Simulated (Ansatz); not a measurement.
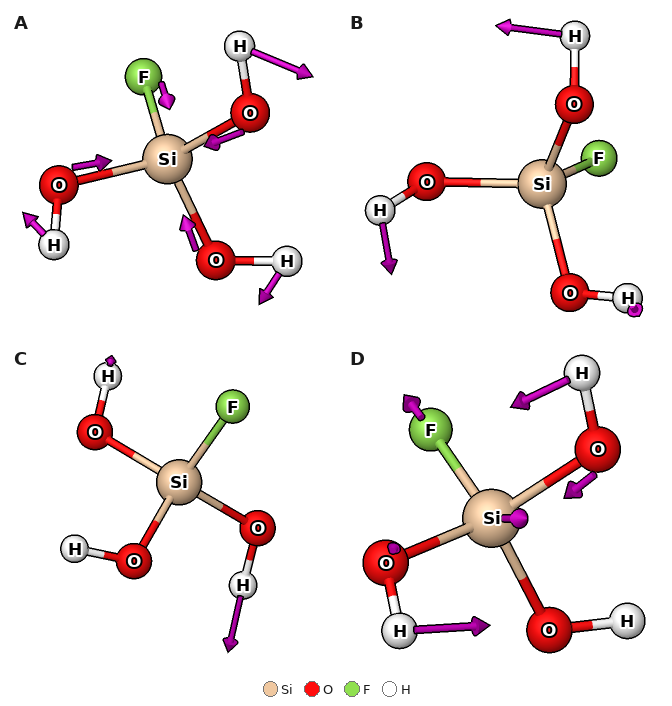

4 normal modes of one molecule or complex, as arrows. Harmonic vibrations computed with RKS PBE0-D4/def2-TZVP (Ansatz 0.2.0) at a stationary point of the same level.

> Match the panels to the wavenumbers 224 cm⁻¹, 780 cm⁻¹, 964 cm⁻¹, 3938 cm⁻¹.

A: 780 cm⁻¹
B: 224 cm⁻¹, a torsion or out-of-plane motion in which bond lengths and bond angles hardly change
C: 3938 cm⁻¹, O–H stretching
D: 964 cm⁻¹
